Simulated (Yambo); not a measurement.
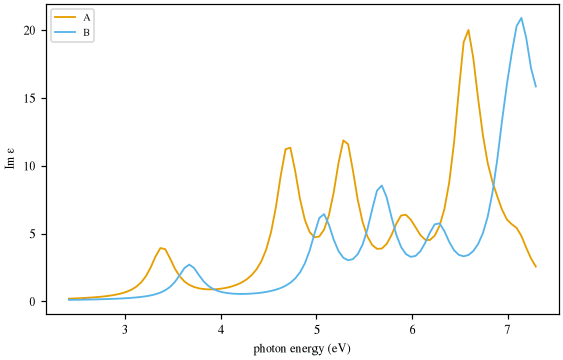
Two computed absorption spectra of ZnS (zinc blende, space group F-43m, No. 216) (Yambo, LDA bands with the same scissor, field along x)

### Question
Which curve includes the electron-hole attraction (BSE)?

### Answer
Curve A: the attraction moves weight to lower energy (centre of the plotted range 5.7 eV against 6.2 eV). Settings: 6×6×6 mesh, 3 valence and 1 conduction bands, static screening with 27 bands and a 4 Ry block, scissor 1.54 eV, Tamm-Dancoff. The scissor comes from a G0W0 run whose convergence isn't established. Broadening 0.15 eV. The band window holds all transitions up to 7.3 eV. On this mesh the peak heights and the fine structure are mesh artefacts; only the shift of weight is robust.

Geometry relaxed with LDA; primitive cell a = 3.745 Å, b = 3.745 Å, c = 3.745 Å, α = 60.00°, β = 60.00°, γ = 60.00°.
